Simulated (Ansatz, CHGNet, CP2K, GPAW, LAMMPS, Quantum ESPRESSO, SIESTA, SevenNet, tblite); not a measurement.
# Quantum ESPRESSO on amorphous polyacrylonitrile (as short chains C14N4H18) at 400 K (108 atoms): settings compared

How far do other settings of Quantum ESPRESSO move the forces in amorphous polyacrylonitrile (as short chains C14N4H18) at 400 K (108 atoms)? One run of the same program serves as the yardstick.

Main program and level: Quantum ESPRESSO 7.5; the method is named at each step.

### 1. Starting point

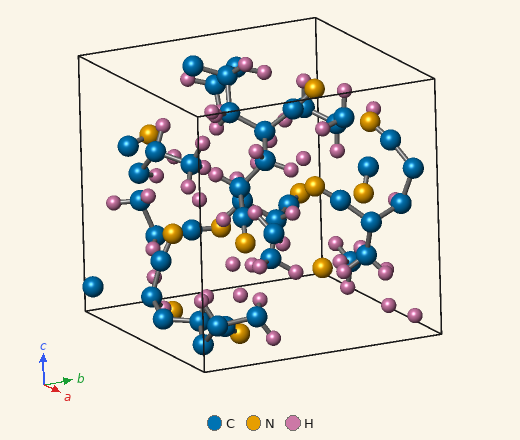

Start, viewed from a free direction; carbon blue, nitrogen orange, hydrogen pink. Bonds to atoms that aren't drawn are left out. Some periodic images of atoms are drawn too.

The cell holds 108 atoms: 42 C, 12 N and 54 H. Cell: a = 10.456 Å, b = 10.456 Å, c = 10.456 Å, α = 90.0°, β = 90.0°, γ = 90.0°. 3 polyacrylonitrile chains of 4 units with methyl end groups placed at random, at 1.06 g/cm³; overlaps pushed apart, then 20 ps at 800 K with MMFF94 bonds, angles, torsions, charges and radii (Halgren, J. Comput. Chem. 17, 490 (1996)) in harmonic and 12-6 forms. Snapshot after 30 ps at 400 K and fixed volume.

The yardstick, on the same geometry:

- method: Kohn-Sham DFT, PBE, SSSP efficiency 1.3.0 pseudopotentials, plane waves (Quantum ESPRESSO 7.5); sssp-pbe-1.3.0-efficiency, cutoffs 60/480 Ry, Γ point
- r.m.s. force component: 0.9543 eV/Å
- longest force: 4.298 eV/Å
- pressure: 2.823 GPa
- gap (highest filled to lowest empty level): 5.927 eV
- time: 1.9 min on 2 MPI ranks of Arm Neoverse V2, shared host
- CPU time: 3.9 min

### 2. PBE, gbrv-1.5, 40/200 Ry

Method: Kohn-Sham DFT, PBE, GBRV 1.5 ultrasoft pseudopotentials, plane waves.

File pw.in:

```
&control
  calculation = 'scf'
  pseudo_dir = './pseudo'
  outdir = './tmp'
  disk_io = 'none'
  tprnfor = .true.
  tstress = .true.
/
&system
  ibrav = 0
  nat = 108
  ntyp = 3
  ecutwfc = 40
  ecutrho = 200
  nosym = .true.
  occupations = 'smearing'
  smearing = 'fd'
  degauss = 0.003675
/
&electrons
  conv_thr = 5.4e-07
  electron_maxstep = 100
  mixing_beta = 0.4
  mixing_mode = 'plain'
  diagonalization = 'david'
/
ATOMIC_SPECIES
C 12.011 C.upf
N 14.007 N.upf
H 1.008 H.upf
CELL_PARAMETERS angstrom
10.45608 0.00000 0.00000
0.00000 10.45608 0.00000
0.00000 0.00000 10.45608
ATOMIC_POSITIONS crystal
C 0.11225 0.51559 0.83684
C 0.21780 0.55469 0.92445
C 0.32797 0.46039 0.93164
C 0.28277 0.34061 0.97703
N 0.24898 0.24434 0.02336
C 0.40035 0.43115 0.80878
C 0.47513 0.53958 0.73738
C 0.53666 0.63106 0.82609
N 0.57249 0.70559 0.90185
C 0.57701 0.48824 0.65476
C 0.52088 0.40576 0.54784
C 0.61963 0.36806 0.45985
N 0.68992 0.33965 0.38089
C 0.41225 0.46885 0.46114
C 0.46276 0.58345 0.38142
C 0.36677 0.68559 0.40071
N 0.29622 0.76952 0.41782
C 0.48097 0.54761 0.23918
H 0.07166 0.42110 0.86243
H 0.02737 0.58077 0.82970
H 0.15584 0.51148 0.74157
H 0.25371 0.65312 0.89814
H 0.18456 0.56181 0.02276
H 0.40410 0.50141 0.98809
H 0.33448 0.40704 0.73655
H 0.45593 0.34300 0.82453
H 0.40894 0.59184 0.67807
H 0.63646 0.56617 0.62080
H 0.63408 0.42266 0.71388
H 0.47189 0.33029 0.59804
H 0.32822 0.48950 0.52334
H 0.37641 0.40460 0.38834
H 0.55001 0.61091 0.42443
H 0.39632 0.51076 0.19972
H 0.54483 0.46861 0.23461
H 0.51660 0.63337 0.18164
C 0.98546 0.31433 0.49329
C 0.05642 0.21552 0.41500
C 0.08476 0.26348 0.27623
C 0.13145 0.39192 0.29084
N 0.16131 0.49918 0.29185
C 0.97626 0.23795 0.17648
C 0.93358 0.09340 0.15179
C 0.03930 0.01535 0.10261
N 0.11181 0.94588 0.05473
C 0.82502 0.08435 0.05405
C 0.69629 0.13667 0.10693
C 0.66135 0.25896 0.06001
N 0.61336 0.34402 0.00751
C 0.60932 0.02602 0.11147
C 0.46912 0.04890 0.16125
C 0.46227 0.09525 0.29298
N 0.46326 0.14786 0.39180
C 0.40472 0.92075 0.15310
H 0.93013 0.37821 0.43056
H 0.04125 0.36980 0.55965
[... 48 atom lines left out ...]
H 0.07981 0.70058 0.49545
H 0.92868 0.63201 0.28302
H 0.84070 0.74971 0.33844
H 0.98455 0.77909 0.26886
K_POINTS gamma
```

Started as:

```bash
> OMP_NUM_THREADS=1 mpirun -np 2 pw.x -in pw.in > output.txt
```

Log:

```text
Program PWSCF
     gamma-point specific algorithms are used
     Parallelization info
     sticks:   dense  smooth     PW     G-vecs:    dense   smooth      PW
     Min        3110    2478    617               184290   131890   16491
     Max        3111    2479    620               184299   131897   16496
     Sum        6221    4957   1237               368589   263787   32987
     bravais-lattice index     =            0
     lattice parameter (alat)  =      19.7591  a.u.
     unit-cell volume          =    7714.4202 (a.u.)^3
     number of atoms/cell      =          108
     number of atomic types    =            3
     number of electrons       =       282.00
     number of Kohn-Sham states=          169
     kinetic-energy cutoff     =      40.0000  Ry
     charge density cutoff     =     200.0000  Ry
     scf convergence threshold =      5.4E-07
     mixing beta               =       0.4000
     number of iterations used =            8  plain     mixing
     Exchange-correlation=  SLA  PW   PBX  PBC
                           (   1   4   3   4   0   0   0)
     crystal axes: (cart. coord. in units of alat)
               a(1) = (   1.000000   0.000000   0.000000 )
               a(2) = (   0.000000   1.000000   0.000000 )
               a(3) = (   0.000000   0.000000   1.000000 )
     reciprocal axes: (cart. coord. in units 2 pi/alat)
               b(1) = (  1.000000  0.000000  0.000000 )
               b(2) = (  0.000000  1.000000  0.000000 )
               b(3) = (  0.000000  0.000000  1.000000 )
     PseudoPot. # 1 for C :
     Pseudo is Ultrasoft + core correction, Zval =  4.0
     PseudoPot. # 2 for N :
     Pseudo is Ultrasoft + core correction, Zval =  5.0
     PseudoPot. # 3 for H :
     Pseudo is Ultrasoft, Zval =  1.0
     atomic species   valence    mass     pseudopotential
     C                 4.00    12.01100     C ( 1.00)
     N                 5.00    14.00700     N ( 1.00)
     H                 1.00     1.00800     H ( 1.00)
     No symmetry found
   Cartesian axes
     number of k points=     1  Fermi-Dirac smearing, width (Ry)=  0.0037
                       cart. coord. in units 2pi/alat
        k(    1) = (   0.0000000   0.0000000   0.0000000), wk =   2.0000000
     Dense  grid:   184295 G-vectors     FFT dimensions: (  90,  90,  90)
     Smooth grid:   131894 G-vectors     FFT dimensions: (  80,  80,  80)
     Initial potential from superposition of free atoms
     starting charge     281.9977, renormalised to     282.0000
     Starting wfcs are  270 randomized atomic wfcs
     Self-consistent Calculation
     iteration #  1     ecut=    40.00 Ry     beta= 0.40
     total energy              =    -786.06405870 Ry
     estimated scf accuracy    <      11.61366155 Ry
     iteration #  2     ecut=    40.00 Ry     beta= 0.40
     total energy              =    -786.67298289 Ry
     estimated scf accuracy    <       1.81029381 Ry
     iteration #  3     ecut=    40.00 Ry     beta= 0.40
     total energy              =    -786.77282684 Ry
     estimated scf accuracy    <       0.59164683 Ry
     iteration #  4     ecut=    40.00 Ry     beta= 0.40
     total energy              =    -786.82022982 Ry
     estimated scf accuracy    <       0.09574028 Ry
     iteration #  5     ecut=    40.00 Ry     beta= 0.40
     total energy              =    -786.82933808 Ry
     estimated scf accuracy    <       0.00930506 Ry
     iteration #  6     ecut=    40.00 Ry     beta= 0.40
     total energy              =    -786.83046441 Ry
     estimated scf accuracy    <       0.00192126 Ry
     iteration #  7     ecut=    40.00 Ry     beta= 0.40
     total energy              =    -786.83074555 Ry
     estimated scf accuracy    <       0.00030519 Ry
     iteration #  8     ecut=    40.00 Ry     beta= 0.40
     total energy              =    -786.83079357 Ry
     estimated scf accuracy    <       0.00003715 Ry
     iteration #  9     ecut=    40.00 Ry     beta= 0.40
     total energy              =    -786.83079679 Ry
     estimated scf accuracy    <       0.00001186 Ry
     iteration # 10     ecut=    40.00 Ry     beta= 0.40
     total energy              =    -786.83079872 Ry
     estimated scf accuracy    <       0.00000094 Ry
     iteration # 11     ecut=    40.00 Ry     beta= 0.40
     End of self-consistent calculation
          k = 0.0000 0.0000 0.0000 ( 16494 PWs)   bands (ev):
   -17.7964 -17.6672 -17.6171 -17.5304 -17.5011 -17.4343 -17.3981 -17.3737
   -17.3465 -17.2767 -17.2197 -17.1793 -16.3943 -16.3254 -16.3126 -15.8034
   -15.6936 -15.6341 -15.1313 -15.1206 -15.0594 -14.2638 -14.2126 -14.0219
   -13.1417 -13.0597 -12.7622 -11.9459 -11.9093 -11.6112 -11.5169 -11.3818
   -11.3520 -10.9337 -10.8142 -10.7757 -10.5571 -10.4616 -10.0616  -9.7052
    -9.6559  -9.6394  -8.6868  -8.5517  -8.3593  -8.0921  -7.8972  -7.8303
    -7.7341  -7.6335  -7.4259  -7.3938  -7.3741  -7.1536  -6.9517  -6.8940
    -6.6869  -6.6749  -6.5646  -6.4838  -6.1378  -6.0172  -5.9220  -5.8977
    -5.8754  -5.7697  -5.5772  -5.5140  -5.4199  -5.3939  -5.2654  -5.1903
    -5.1343  -5.1027  -4.8556  -4.7783  -4.7481  -4.6415  -4.5592  -4.5301
    -4.4947  -4.4449  -4.3658  -4.3351  -4.2733  -4.2077  -4.1696  -4.0873
    -4.0075  -3.9587  -3.9340  -3.9156  -3.8365  -3.8044  -3.7553  -3.7146
[...]
-2.5447  -2.4986  -2.4694  -2.4117  -2.3684  -2.3319  -2.2972  -2.2760
    -2.2401  -2.1870  -2.1029  -2.0752  -2.0457   3.8882   4.0663   4.1114
     4.1777   4.2377   4.3411   4.4112   4.4317   4.4831   4.5692   4.6367
     4.6833   4.7390   4.7613   4.8100   4.8565   4.9136   4.9894   5.0680
     5.0767   5.1164   5.1779   5.2456   5.3490   5.4666   5.5168   5.5852
     5.7300
     the Fermi energy is     0.0984 ev
!    total energy              =    -786.83079880 Ry
     estimated scf accuracy    <       0.00000034 Ry
     smearing contrib. (-TS)   =       0.00000000 Ry
     internal energy E=F+TS    =    -786.83079880 Ry
     The total energy is F=E-TS. E is the sum of the following terms:
     one-electron contribution =    -771.73885843 Ry
     hartree contribution      =     470.31874047 Ry
     xc contribution           =    -254.14452015 Ry
     ewald contribution        =    -231.26616069 Ry
     convergence has been achieved in  11 iterations
     Forces acting on atoms (cartesian axes, Ry/au):
     atom    1 type  1   force =    -0.03661711   -0.00021505   -0.02230795
     atom    2 type  1   force =     0.00162082    0.05691177    0.01537801
     atom    3 type  1   force =     0.02149177    0.02825320   -0.05708781
     atom    4 type  1   force =    -0.00588130   -0.05285789    0.06136454
     atom    5 type  2   force =     0.00677887    0.01965374   -0.01855546
     atom    6 type  1   force =     0.02148933    0.01508761   -0.02964892
     atom    7 type  1   force =     0.00892539    0.01191178    0.10218945
     atom    8 type  1   force =    -0.02540865    0.01718857    0.02582438
     atom    9 type  2   force =    -0.01071208   -0.02179675   -0.01824988
     atom   10 type  1   force =     0.01444916   -0.03535556   -0.02576254
     atom   11 type  1   force =    -0.03246980    0.05208523   -0.04312904
     atom   12 type  1   force =    -0.05583574   -0.01005367    0.06278611
[...]
atom  104 type  3   force =    -0.00449056   -0.00417950   -0.00901950
     atom  105 type  3   force =     0.07803721   -0.01816980   -0.02452138
     atom  106 type  3   force =     0.02171289   -0.00514417    0.03507088
     atom  107 type  3   force =    -0.09344959    0.04450986    0.00382979
     atom  108 type  3   force =     0.06318774    0.07381368   -0.04346374
     Total force =     0.700305     Total SCF correction =     0.001081
     Computing stress (Cartesian axis) and pressure
          total   stress  (Ry/bohr**3)                   (kbar)     P=       33.08
   0.00030256   0.00000196   0.00000130           44.51        0.29        0.19
   0.00000196   0.00021247   0.00003034            0.29       31.25        4.46
   0.00000130   0.00003034   0.00015965            0.19        4.46       23.48
     Message from routine punch:
     Nothing written, as per user request (disk_io='none')
```

The job ended after 46 s (2 MPI ranks of Arm Neoverse V2, shared host; peak memory 0.78 GiB; 93 s of CPU time).

Banners, paths, timers and routine set-up lines are dropped from the logs unmarked, and long logs keep their key lines alone; longer cuts are marked.

Numbers from this run, and their distance from the reference:

| Quantity | Value |
| --- | --- |
| r.m.s. force component | 1 eV/Å |
| r.m.s. difference of force components | 129.2 meV/Å |
| longest difference of force vectors | 464.1 meV/Å |
| force difference over r.m.s. force | 13.54 % |
| slope of forces against the reference's | 1.04 |
| correlation of force components | 0.9924 |
| gap (highest filled to lowest empty level) | 5.934 eV |
| gap difference | 0.0067 eV |
| pressure | 3.308 GPa |
| pressure difference | 0.485 GPa |

Length of the force difference by element (eV/Å):

| element | atoms | mean | most |
| --- | --- | --- | --- |
| C | 42 | 0.25 | 0.46 |
| H | 54 | 0.14 | 0.26 |
| N | 12 | 0.32 | 0.40 |

Levels nearest the highest filled one (eV from it): -0.45, -0.42, -0.37, -0.32, -0.29, -0.25, -0.23, -0.19, -0.14, -0.06, -0.03, 0.00, 5.93, 6.11, 6.16, 6.22, 6.28, 6.39, 6.46, 6.48, 6.53, 6.61, 6.68, 6.73.

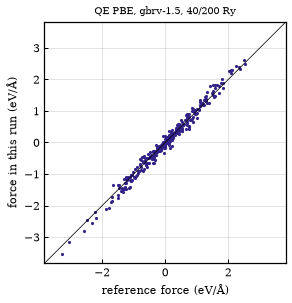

Force components against those of the reference; the line marks equality.

A closer look about C75, which bears the longest force: 9 atoms, nearest first, numbered in the order of the input, with positions taken from that point.

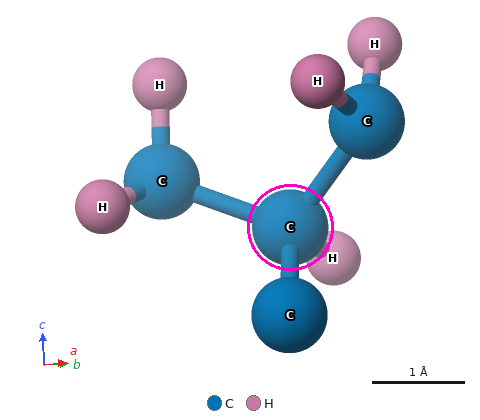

The atoms of the table, within 2.2 Å (arrows a, b, c point along x, y, z); some may hide others; the central atom is ringed.

| atom | x | y | z | distance (Å) | bonds | Fx | Fy | Fz (eV/Å) |
| --- | --- | --- | --- | --- | --- | --- | --- | --- |
| C75 | 0.00 | 0.00 | 0.00 | 0.00 | 4 | 2.21 | -3.55 | 1.90 |
| H96 | -0.33 | 0.92 | -0.32 | 1.03 | 1 | -0.70 | 2.26 | -1.45 |
| C76 | 0.79 | -0.77 | -1.00 | 1.49 | 2 | -2.79 | 2.44 | 1.78 |
| C78 | -1.14 | -0.83 | 0.57 | 1.53 | 4 | -1.27 | 1.07 | -1.19 |
| C74 | 1.06 | 0.23 | 1.10 | 1.55 | 4 | -1.20 | 0.47 | 1.73 |
| H98 | -1.02 | -1.84 | 0.29 | 2.12 | 1 | 0.42 | -1.90 | -0.03 |
| H97 | -1.23 | -0.73 | 1.63 | 2.17 | 1 | 0.13 | 0.01 | 0.92 |
| H94 | 1.40 | -0.78 | 1.52 | 2.21 | 1 | 0.12 | 1.25 | -0.60 |
| H95 | 0.60 | 0.80 | 1.97 | 2.22 | 1 | -0.45 | -1.02 | -0.59 |

Forces lie 14 % from the reference's, at 0.40 times its CPU time.

### 3. Summary of results

| Item | Value |
| --- | --- |
| force difference from the reference | QE PBE, gbrv-1.5, 40/200 Ry, 14 % |
| its CPU time | 93 s |

What this shows: PBE on plane waves or a grid with other potentials, cutoffs or grids differs from the reference by 14 % (QE PBE, gbrv-1.5, 40/200 Ry) of the r.m.s. force; potentials, valence shells or grid differ, and the table alone doesn't part them. One electronic-structure run takes under half the reference's CPU time: QE PBE, gbrv-1.5, 40/200 Ry, at 14 % in 93 s against 3.9 min. PBE gaps agree with the reference's 5.93 eV within 0.007 eV. The reference's pressure holds the uncorrected Pulay stress of its 60 Ry basis, so small pressure differences, and their order, may be the reference's own error. The network of contacts between molecules at the start is that of the classical potential that made the cell, and needn't be the one that DFT or experiment would give. The reference's PBE has no dispersion term, which matters for the binding between molecules or layers. The density was typed from a rule of thumb and may lie off the real one at this temperature. The electronic-structure runs sample only Γ, in a cell whose shortest periodic width is 10 Å.

[Also dropped from logs without a mark: logging warnings of Python, and SIESTA's first energy breakdown and zero terms.]

[Logs are printed without paths, hosts, clocks, repeated set-up lines and the standing remarks that a program may print on its own settings, such as how far it seeks lower states.]

[Hosts, paths, dates, database ids (printed as entryN), source tags and the programs' standing remarks are cut or masked in the printed files.]

[The MMFF94 radii named for the starting cell were scaled by 0.96; in molecules described by MMFF94, hydrogen bound to N, O or S took a small fixed 12-6 site in their place.]
